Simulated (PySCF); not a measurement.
# CFO, doublet, SMILES `F[C]=O`: electronic structure

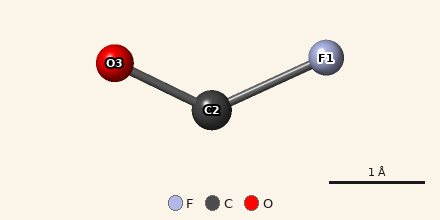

The molecule, with its atoms numbered as below. No frequency check shows the geometry to be a minimum.

Coordinates in Å:

```
F1      -1.0961   -0.1238    0.0000
C2       0.1191    0.4060    0.0000
O3       1.1438   -0.1652    0.0000
```

Part 1: Bonding charge

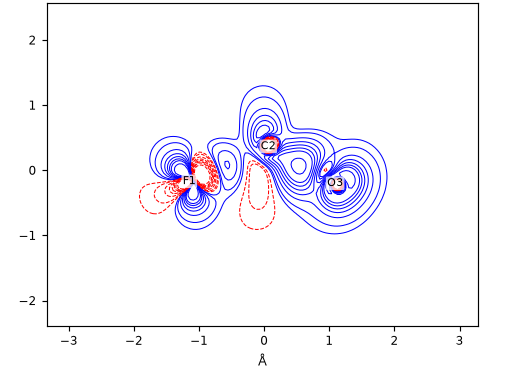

Deformation density (molecule less spherical, spin-averaged free atoms) in the molecular plane; contours at ±0.05 to ±0.8 e/Å³; solid blue lines: gain, dashed red lines: loss.

Computed with PySCF, M06-2X/def2-TZVP, geometry: GFN2-xTB. The stability of the open-shell solution wasn't checked. GFN2-xTB doesn't know the spin state, so this open-shell geometry is rough.

Question: How much density has each bond in this plane gained at its critical point, relative to the free atoms?

Answer: C2–O3: +0.76 e/Å³ at the bond critical point (bond length 1.17 Å, Mayer order 2.2). F1–C2: +0.10 e/Å³ at the bond critical point (bond length 1.33 Å, Mayer order 1.1); up to 0.6 Å beside the axis the gain reaches +0.31 e/Å³. In all, 0.7 electrons gather in the regions of gain relative to the promolecule. A small or negative value marks a very polar bond, one between electron-rich atoms, whose free-atom densities already overlap strongly, a long bond to a heavier atom, or a closed-shell contact such as a hydrogen bond.

Part 2: Electrostatic potential

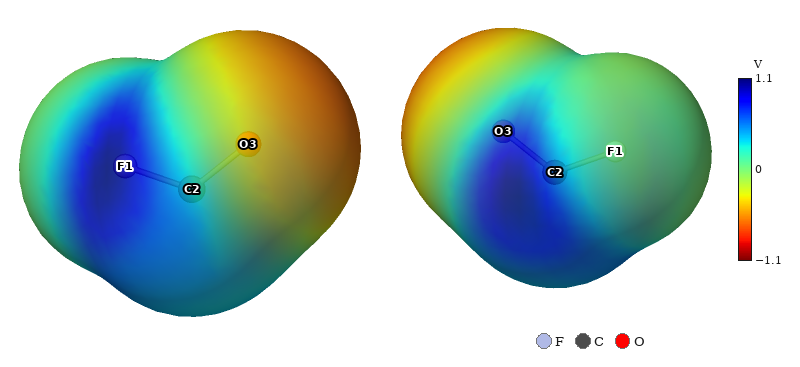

Electrostatic potential on the surface of electron density 0.001 a.u. (back view left, front view right).

Question: Where are the extremes of the potential on the surface?

Answer: Highest: 1.07 V, off the F1–C2 bond (1.8 to 2.0 Å from its atoms), and at like points elsewhere. Further maxima include 0.04 V, 1.6 Å from F1. Lowest: −0.68 V, 1.7 Å from O3. Further minima include −0.07 V, 1.6 Å from F1; −0.03 V, 1.6 Å from F1. The surface is sampled at points, so like sites can differ by a few per cent and only the strongest of them is named.

Part 3: Spin density

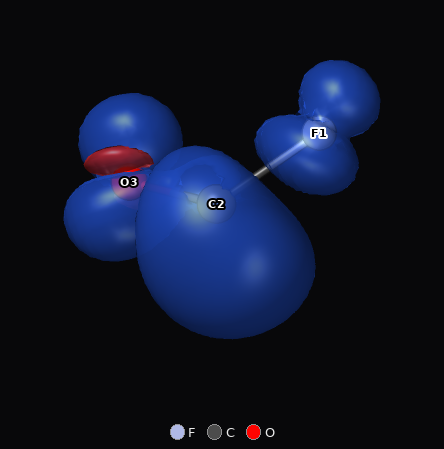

Spin density ρα − ρβ at ±0.03 e/Å³ (blue: excess α, red: excess β).

Question: Give the atomic spin populations that go with this picture.

Answer: Hirshfeld spin populations: C2 +0.65, O3 +0.20 and F1 +0.15. ⟨S²⟩ = 0.76, as for a pure state.

Part 4: In an electric field

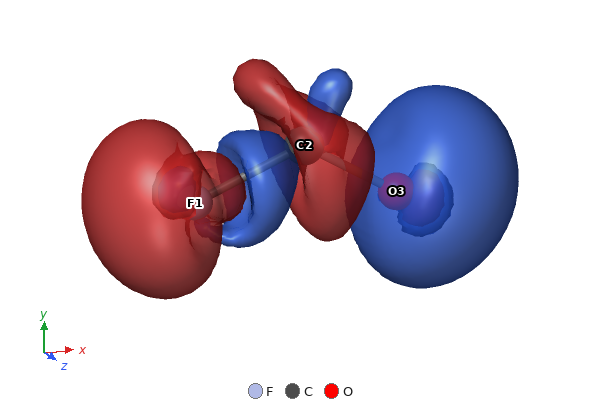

Change of the electron density in a uniform field of 0.26 V/Å, surfaces at ±0.0015 e/Å³ (red: gain, blue: loss).

Method: ωB97X/def2-SVPD; geometry: GFN2-xTB; program: PySCF. The stability of the open-shell solution wasn't checked. GFN2-xTB doesn't know the spin state, so this open-shell geometry is rough.

The field was applied in both directions; the picture shows the one opposite to the script's first.

Question: Along which Cartesian direction does the field point?

Answer: Along +x: electrons gather on the −x side, against the field.

Question: What dipole is induced, and what polarisability does it imply?

Answer: The induced dipole is 0.27 D (along the field); α along this axis, from the fields in both directions, is 22 bohr³ (3.2 Å³).

Part 5: Removing or adding an electron

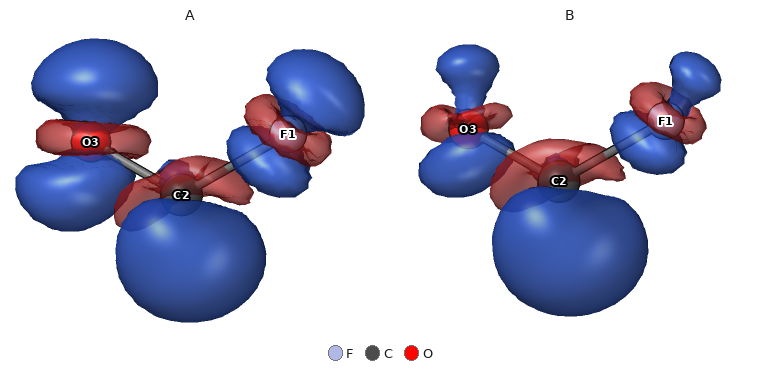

The two Fukui functions at ±0.06 e/Å³ (blue positive, red negative).

PySCF calculation, M06-2X/def2-SVPD, gas phase; geometry: GFN2-xTB. GFN2-xTB doesn't know the spin state, so this open-shell geometry is rough.

Question: Which panel is f⁻ (electron removed) and which f⁺ (electron added)?

Answer: A is f⁻, B is f⁺. f⁻ (Hirshfeld-condensed) is largest on C2 (0.42), O3 (0.35) and F1 (0.23); the vertical ionisation energy is 11.58 eV (to the singlet cation, which needn't be its lowest state). f⁺ (Hirshfeld-condensed) is largest on C2 (0.53); the vertical electron affinity is 1.26 eV (to the singlet anion, which needn't be its lowest state; the anion's highest orbital has positive energy, so this value and f⁺ depend on the basis).
